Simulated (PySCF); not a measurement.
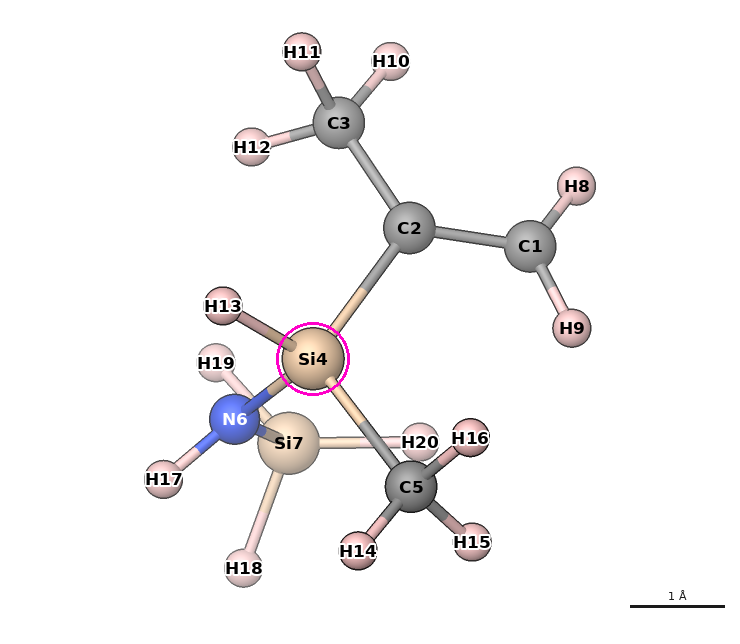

Orthographic view. Depth is shown by fading: the farther an atom, the more it takes the colour of the background. Geometry: a frame of a GFN2-xTB molecular-dynamics simulation, not a minimum.

Question: Name the neighbours of the circled atom.

Answer: The circled atom is Si4; it is bonded to C2, C5, N6, H13.

Question: Which atom is farthest from the viewer?

Answer: H19, 2.9 Å behind the mean position.

Question: Of C3 and H10, which is nearer the viewer?

Answer: C3; the bond to H10 points away from the viewer, so it looks shorter than its 1.11 Å.

Question: What is the shortest path along bonds from the circled atom to H12?

Answer: Si4–C2–C3–H12, 3 bonds; through space the two are 3.00 Å apart.
